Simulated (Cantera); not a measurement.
Feed: 1 mol FeS2, 3.7 mol O2, 6.1 mol N2, equilibrated at 90.0 Torr.

Cantera equilibrium calculation (NASA polynomials, part measured and part estimated; ideal gas, pure solids and liquids). Candidate condensed phases: Fe, FeO, FeS, FeSO4, FeS2, Fe2O3, Fe2(SO4)3, Fe3O4, S; 19 gas species. The numbers say what is thermodynamically allowed, not how fast it happens.

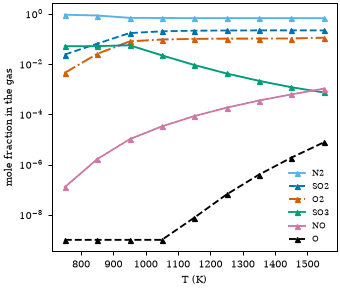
Figure. Equilibrium gas composition (values under 1e-9 drawn at 1e-9)

At 750 K the condensed part is Fe2(SO4)3(s). At 850 K the condensed part is Fe2O3(s) + Fe2(SO4)3(s). From 950 K to 1450 K the condensed part is Fe2O3(s). At 1550 K the condensed part is Fe3O4(s).
